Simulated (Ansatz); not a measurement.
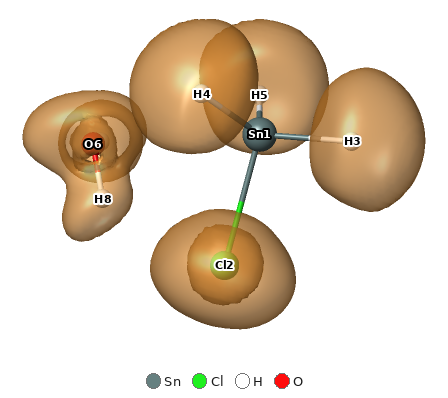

The picture shows: ClH3Sn···H2O. Isosurface of the ELF at 0.75 (orange), seen at a tilt. Only the valence region is drawn (cores and ρ < 0.01 e/Å³ removed).

Core potentials replace the inner electrons of Sn; not at a stationary point (largest force 0.5 eV/Å).

Method: RKS PBE/def2-SVP (Ansatz).

```yaml
atoms:
  - { symbol: Sn, position_ang: [0.2767, 0.0510, -0.1241] }
  - { symbol: Cl, position_ang: [0.2476, -0.1022, 2.2801] }
  - { symbol: H, position_ang: [1.9754, 0.0074, -0.4633] }
  - { symbol: H, position_ang: [-0.4128, 1.5558, -0.5775] }
  - { symbol: H, position_ang: [-0.4845, -1.3609, -0.7483] }
  - { symbol: O, position_ang: [-2.7203, 0.0386, 0.8723] }
  - { symbol: H, position_ang: [-2.9704, -0.9036, 0.8259] }
  - { symbol: H, position_ang: [-2.2559, 0.0842, 1.7468] }
```

Where are the electrons localised?

Answer. The surface consists of three regions around hydrogen nuclei, one region wrapped around Cl (its valence shell) and one joined region spread over several atoms (H, O), in which their bonds and any lone pairs are merged.

Values along the shortest contacts:
Sn1···O6 (3.16 Å): the ELF dips to about 0.05 between them. Sn–Cl (2.41 Å): the ELF peaks at about 0.80 in the valence shell of Cl, 0.8 Å from its nucleus, and drops to about 0.15 between the two atoms.
